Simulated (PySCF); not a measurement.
**[TaO2Br2]−: forces at shaken geometries**

Aim: move all atoms of relaxed [TaO2Br2]− at random and read energies and forces. The structure is generated, not taken from experiment.

Computed with PySCF 2.14.0. Level: PBE, Ta def2-SVP with ECP60, O def2-SVP, Br def2-SVP; scalar-relativistic core potentials, no spin–orbit coupling.

3 further runs of the same task are left out: 2 for a known fault of the program, 1 that didn't finish.

**1. Starting geometry**

5 atoms, charge -1, spin multiplicity 1.

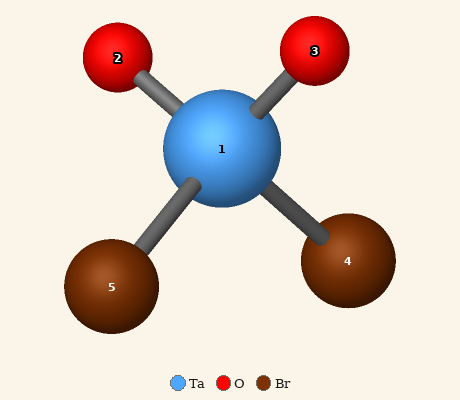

The geometry (tantalum blue, oxygen red, bromine brown); atoms are numbered from 1 in the order of the file.

Geometry (Å):

```
atom    x (Å)    y (Å)    z (Å)
 Ta1   0.0000   0.0000   0.4552
  O2   0.9994   0.9994   1.5173
  O3  -0.9994  -0.9994   1.5173
 Br4   1.5146  -1.5146  -0.9509
 Br5  -1.5146   1.5146  -0.9509
```

Formal oxidation states: Ta +5. An earlier session relaxed this geometry at PBE, Ta def2-SVP with ECP60, O def2-SVP, Br def2-SVP (singlet, point group C2v).

Its energy there is -5354.511396 Eh.

**2. Atoms moved at random, σ = 0.06 Å**

run.py (the lines that set the calculation) reads:

```python
mol = gto.M(atom='''
Ta     0.03475     0.03147     0.43101
O      0.88086     0.96559     1.43132
O     -1.00684    -0.96223     1.53320
Br     1.54543    -1.55144    -0.92768
Br    -1.45419     1.51661    -0.87976''',
    basis={'Ta': 'def2-SVP', 'O': 'def2-SVP', 'Br': 'def2-SVP'},
    ecp={'Ta': 'def2-SVP'},
    charge=-1, spin=0)
mf = dft.RKS(mol, xc='PBE')
mf.grids.atom_grid = (50, 194)
mf = mf.density_fit()  # fitting sets: Ta def2-universal-JKFIT, O def2-universal-JKFIT, Br def2-universal-JKFIT
mf.conv_tol = 1e-08; mf.max_cycle = 55
mf.kernel(dm0)  # dm0: the density of the relaxed state
```

Run with:

```sh
> OMP_NUM_THREADS=2 python run.py
```

The program printed:

```text
init E= -5354.53758241937
  HOMO = -0.0444705200440959  LUMO = 0.110038391749828  gap/eV = 4.20440
cycle= 1 E= -5354.45526525033  delta_E= 0.0823  |g|= 0.346  |ddm|= 0.548
  HOMO = -0.00811105305733717  LUMO = 0.100963725490397  gap/eV = 2.96808
cycle= 2 E= -5354.08253633961  delta_E= 0.373  |g|= 1.39  |ddm|= 1.21
  HOMO = -0.0672379501736682  LUMO = 0.104464724526098  gap/eV = 4.67227
cycle= 3 E= -5354.4591516314  delta_E= -0.377  |g|= 0.329  |ddm|= 0.969
  HOMO = -0.0482177821771318  LUMO = 0.0974231289017078  gap/eV = 3.96309
cycle= 4 E= -5354.47986093508  delta_E= -0.0207  |g|= 0.101  |ddm|= 0.288
  HOMO = -0.0508523920151984  LUMO = 0.0993446750299396  gap/eV = 4.08707
cycle= 5 E= -5354.48184601155  delta_E= -0.00199  |g|= 0.0226  |ddm|= 0.0762
  HOMO = -0.0524917742359455  LUMO = 0.098474888105226  gap/eV = 4.10801
cycle= 6 E= -5354.48195589385  delta_E= -0.00011  |g|= 0.00769  |ddm|= 0.0274
  HOMO = -0.0519820188820782  LUMO = 0.0990646647937963  gap/eV = 4.11019
cycle= 7 E= -5354.4819698792  delta_E= -1.4e-05  |g|= 0.00174  |ddm|= 0.0088
  HOMO = -0.0521355916787064  LUMO = 0.0990014937972187  gap/eV = 4.11265
cycle= 8 E= -5354.48197059067  delta_E= -7.11e-07  |g|= 0.00053  |ddm|= 0.0019
  HOMO = -0.0521497968774578  LUMO = 0.0990121074704143  gap/eV = 4.11332
cycle= 9 E= -5354.48197064717  delta_E= -5.65e-08  |g|= 0.00012  |ddm|= 0.000488
  HOMO = -0.0521533740618074  LUMO = 0.0990124501292394  gap/eV = 4.11343
cycle= 10 E= -5354.48197065065  delta_E= -3.49e-09  |g|= 2.11e-05  |ddm|= 0.000134
  HOMO = -0.0521558529920364  LUMO = 0.0990140631528046  gap/eV = 4.11354
Extra cycle  E= -5354.48197064925  delta_E= 1.4e-09  |g|= 8.4e-05  |ddm|= 7.91e-05
converged SCF energy = -5354.48197064925
```

It took 7 s on 2 threads of Arm Neoverse V1, shared host.

Read off: E = -5354.481971 Eh (+0.801 eV from the relaxed state), HOMO -1.42 eV, LUMO 2.69 eV, Mulliken charge on Ta1 +0.53 e, largest force component 7.357 eV/Å. 

```
atom      Fx      Fy  Fz (eV/Å)
 Ta1  -5.855  -7.357     -4.820
  O2   5.587   5.961      6.245
  O3   0.721   0.670     -0.763
 Br4   0.154   0.030     -0.042
 Br5  -0.608   0.696     -0.620
```

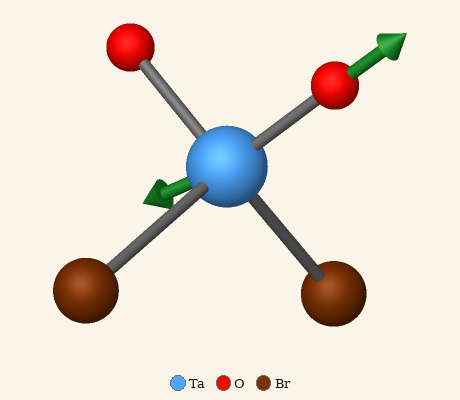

Forces as arrows, the longest for the largest force.

**3. Atoms moved at random, σ = 0.15 Å**

run.py (the lines that set the calculation) reads:

```python
mol = gto.M(atom='''
Ta    -0.02311     0.10695     0.55893
O      1.20187     1.06201     1.59644
O     -1.16629    -1.02645     1.12618
Br     1.51649    -1.55422    -0.71453
Br    -1.52896     1.41171    -0.97893''',
    basis={'Ta': 'def2-SVP', 'O': 'def2-SVP', 'Br': 'def2-SVP'},
    ecp={'Ta': 'def2-SVP'},
    charge=-1, spin=0)
mf = dft.RKS(mol, xc='PBE')
mf.grids.atom_grid = (50, 194)
mf = mf.density_fit()  # fitting sets: Ta def2-universal-JKFIT, O def2-universal-JKFIT, Br def2-universal-JKFIT
mf.conv_tol = 1e-08; mf.max_cycle = 55
mf.kernel(dm0)  # dm0: the density of the relaxed state
```

Run with:

```sh
> OMP_NUM_THREADS=2 python run.py
```

The program printed:

```text
init E= -5354.37383465321
  HOMO = -0.141569100841825  LUMO = -0.0106626846153055  gap/eV = 3.56215
cycle= 1 E= -5354.4264048562  delta_E= -0.0526  |g|= 0.443  |ddm|= 1.27
  HOMO = 0.0645708474787307  LUMO = 0.112305636976656  gap/eV = 1.29893
cycle= 2 E= -5354.10219130803  delta_E= 0.324  |g|= 1.27  |ddm|= 1.61
  HOMO = -0.047471458955627  LUMO = 0.0965411032787978  gap/eV = 3.91878
cycle= 3 E= -5354.41815020945  delta_E= -0.316  |g|= 0.494  |ddm|= 1.17
  HOMO = -0.0510519409300805  LUMO = 0.0631484035289142  gap/eV = 3.10755
cycle= 4 E= -5354.47844519882  delta_E= -0.0603  |g|= 0.105  |ddm|= 0.516
  HOMO = -0.0560986390780593  LUMO = 0.0616971695372681  gap/eV = 3.20539
cycle= 5 E= -5354.47820353209  delta_E= 0.000242  |g|= 0.112  |ddm|= 0.13
  HOMO = -0.0534524763229803  LUMO = 0.06400067410987  gap/eV = 3.19606
cycle= 6 E= -5354.48068212823  delta_E= -0.00248  |g|= 0.0246  |ddm|= 0.0873
  HOMO = -0.0542251349208187  LUMO = 0.0640643348592872  gap/eV = 3.21882
cycle= 7 E= -5354.48080106309  delta_E= -0.000119  |g|= 0.00448  |ddm|= 0.0209
  HOMO = -0.0542942382556856  LUMO = 0.0641311118236909  gap/eV = 3.22252
cycle= 8 E= -5354.48080471694  delta_E= -3.65e-06  |g|= 0.00182  |ddm|= 0.00447
  HOMO = -0.0543369387717506  LUMO = 0.0641370814921687  gap/eV = 3.22384
cycle= 9 E= -5354.48080537797  delta_E= -6.61e-07  |g|= 0.000562  |ddm|= 0.00167
  HOMO = -0.0543444216621978  LUMO = 0.0641560436006429  gap/eV = 3.22456
cycle= 10 E= -5354.48080545155  delta_E= -7.36e-08  |g|= 7.35e-05  |ddm|= 0.000496
  HOMO = -0.0543472451524827  LUMO = 0.0641578948730677  gap/eV = 3.22469
cycle= 11 E= -5354.480805453  delta_E= -1.46e-09  |g|= 1.29e-05  |ddm|= 8.76e-05
  HOMO = -0.0543478234549162  LUMO = 0.0641542561111328  gap/eV = 3.22461
Extra cycle  E= -5354.48080545257  delta_E= 4.35e-10  |g|= 4.52e-05  |ddm|= 5.04e-05
converged SCF energy = -5354.48080545257
```

Run time: 7.3 s. Hardware: 2 threads of Arm Neoverse V1, shared host.

Read off: E = -5354.480805 Eh (+0.832 eV from the relaxed state), HOMO -1.48 eV, LUMO 1.75 eV, Mulliken charge on Ta1 +0.56 e, largest force component 4.471 eV/Å. 

```
atom      Fx      Fy  Fz (eV/Å)
 Ta1   4.471   2.396     -2.216
  O2  -2.217  -1.396     -0.349
  O3  -1.951  -1.927      2.679
 Br4  -0.268   0.442      0.086
 Br5  -0.035   0.484     -0.200
```

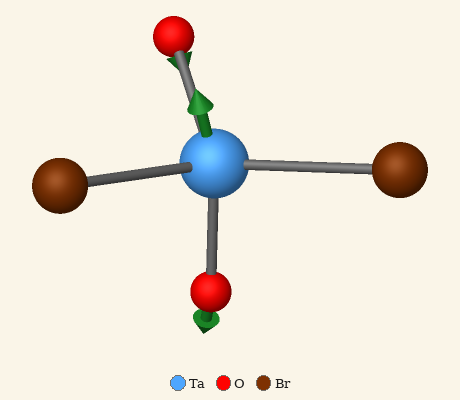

Forces as arrows, the longest for the largest force.

**4. Atoms moved at random, σ = 0.03 Å**

run.py (the lines that set the calculation) reads:

```python
mol = gto.M(atom='''
Ta    -0.01388     0.01889     0.42400
O      0.92835     1.01544     1.55587
O     -0.97198    -1.01415     1.49971
Br     1.51641    -1.52884    -0.94277
Br    -1.45890     1.50867    -0.94872''',
    basis={'Ta': 'def2-SVP', 'O': 'def2-SVP', 'Br': 'def2-SVP'},
    ecp={'Ta': 'def2-SVP'},
    charge=-1, spin=0)
mf = dft.RKS(mol, xc='PBE')
mf.grids.atom_grid = (50, 194)
mf = mf.density_fit()  # fitting sets: Ta def2-universal-JKFIT, O def2-universal-JKFIT, Br def2-universal-JKFIT
mf.conv_tol = 1e-08; mf.max_cycle = 55
mf.kernel(dm0)  # dm0: the density of the relaxed state
```

Run with:

```sh
> OMP_NUM_THREADS=2 python run.py
```

The program printed:

```text
init E= -5354.5100572587
  HOMO = -0.0614176445821222  LUMO = 0.087401300067337  gap/eV = 4.04957
cycle= 1 E= -5354.50856876095  delta_E= 0.00149  |g|= 0.0549  |ddm|= 0.231
  HOMO = -0.0469254224674167  LUMO = 0.0887928355226485  gap/eV = 3.69308
cycle= 2 E= -5354.49982531415  delta_E= 0.00874  |g|= 0.212  |ddm|= 0.215
  HOMO = -0.0565502375767168  LUMO = 0.0897137942102292  gap/eV = 3.98005
cycle= 3 E= -5354.50902349958  delta_E= -0.0092  |g|= 0.0376  |ddm|= 0.157
  HOMO = -0.0580815199860529  LUMO = 0.0876270609797576  gap/eV = 3.96493
cycle= 4 E= -5354.50940039222  delta_E= -0.000377  |g|= 0.00753  |ddm|= 0.0469
  HOMO = -0.0577499935891366  LUMO = 0.0880918684064831  gap/eV = 3.96856
cycle= 5 E= -5354.50941159408  delta_E= -1.12e-05  |g|= 0.0026  |ddm|= 0.00881
  HOMO = -0.0578670540910178  LUMO = 0.0879357236048219  gap/eV = 3.96750
cycle= 6 E= -5354.50941278412  delta_E= -1.19e-06  |g|= 0.00167  |ddm|= 0.00335
  HOMO = -0.0579551718403299  LUMO = 0.0879495955991754  gap/eV = 3.97027
cycle= 7 E= -5354.50941325931  delta_E= -4.75e-07  |g|= 0.000709  |ddm|= 0.00148
  HOMO = -0.0579320198451195  LUMO = 0.0879597442495597  gap/eV = 3.96992
cycle= 8 E= -5354.50941336556  delta_E= -1.06e-07  |g|= 5.87e-05  |ddm|= 0.000574
  HOMO = -0.0579317582241325  LUMO = 0.0879603297978433  gap/eV = 3.96993
cycle= 9 E= -5354.50941336639  delta_E= -8.29e-10  |g|= 1.15e-05  |ddm|= 7.62e-05
  HOMO = -0.0579320661872424  LUMO = 0.0879602620535342  gap/eV = 3.96993
Extra cycle  E= -5354.50941336631  delta_E= 8.55e-11  |g|= 2.43e-05  |ddm|= 3.68e-05
converged SCF energy = -5354.50941336631
```

It took 6.7 s on 2 threads of Arm Neoverse V1, shared host.

Read off: E = -5354.509413 Eh (+0.054 eV from the relaxed state), HOMO -1.58 eV, LUMO 2.39 eV, Mulliken charge on Ta1 +0.58 e, largest force component 1.312 eV/Å. 

```
atom      Fx      Fy  Fz (eV/Å)
 Ta1   0.728  -0.568      1.312
  O2  -0.089  -0.123     -0.494
  O3  -0.091   0.108     -0.357
 Br4   0.009   0.086     -0.006
 Br5  -0.557   0.497     -0.455
```

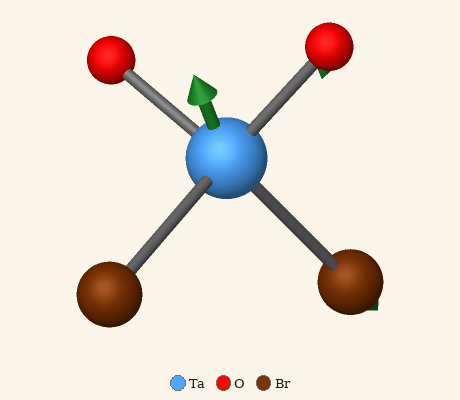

Forces as arrows, the longest for the largest force.

**5. The displacements side by side**

| σ (Å) | energy rise (eV) | harmonic estimate −½ F·u (eV) | largest force component (eV/Å) |
| --- | --- | --- | --- |
| 0.06 | 0.801 | 0.895 | 7.36 |
| 0.15 | 0.832 | 0.676 | 4.47 |
| 0.03 | 0.054 | 0.055 | 1.31 |

Every displacement raises the energy. For a harmonic well the rise equals −½ F·u; the two differ by at most 19 % here (a move with σ = 0.15 Å), from anharmonicity, the grid and the small forces left at the relaxed point. These are double-zeta-type bases without diffuse functions. Spin–orbit coupling is left out.
